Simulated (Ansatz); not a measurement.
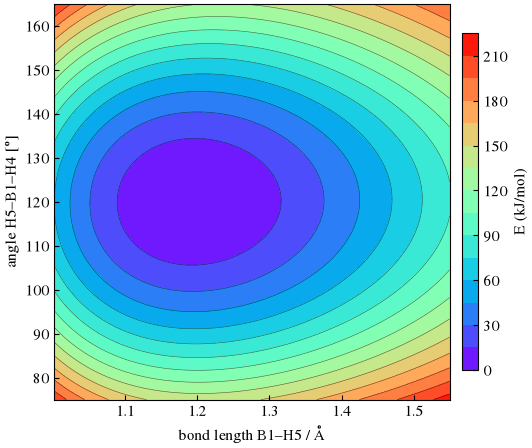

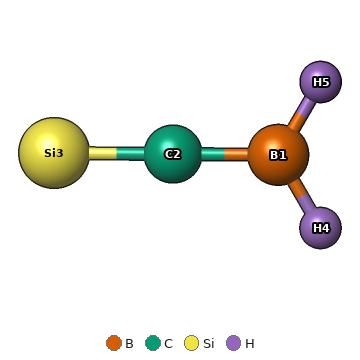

Energy landscape of CH₂BSi, SMILES BC#[Si], spin multiplicity 2. Coordinates scanned: (1) bond length B1–H5; (2) angle H5–B1–H4. Nothing is relaxed (all other coordinates rigid). The grid has 15 × 15 points. Points are written as (first, second). All energies are given in kJ/mol relative to the lowest grid point. The calculation used UHF/def2-TZVP (Ansatz 0.2.0).

In the figure: filled contours. Between grid points the surface is interpolated. The second picture is the structure at the lowest point.

**Summarise what can be read from the map.**

The lowest grid point is at (1.197 Å, 120.0°). No other kind of well shows on this grid. The highest grid point, (1.550 Å, 75.0°), lies 217 kJ/mol above the lowest. Round the minimum the two coordinates are nearly uncoupled.

The input of one point:

```yaml
crystal:
  periodic: [false, false, false]
  atoms:
    - { symbol: B, position_ang: [0.490801, -0.383636, -0.297845] }
    - { symbol: C, position_ang: [-0.564238, 0.439833, 0.342192] }
    - { symbol: Si, position_ang: [-1.756576, 1.372823, 1.065802] }
    - { symbol: H, position_ang: [0.199151, -1.388665, -0.868418] }
    - { symbol: H, position_ang: [1.63548, -0.038248, -0.241061] }
magnetization:
  spin_polarized: true
  initial_magnetization: 1
basis:
  gaussian: { orbitals: def2-TZVP }
hamiltonian:
  xc: hf
output:
  forces: true
```

Time for the 225 points that were run: 27 min on 1 thread of Arm Neoverse V2, with other jobs on the host.
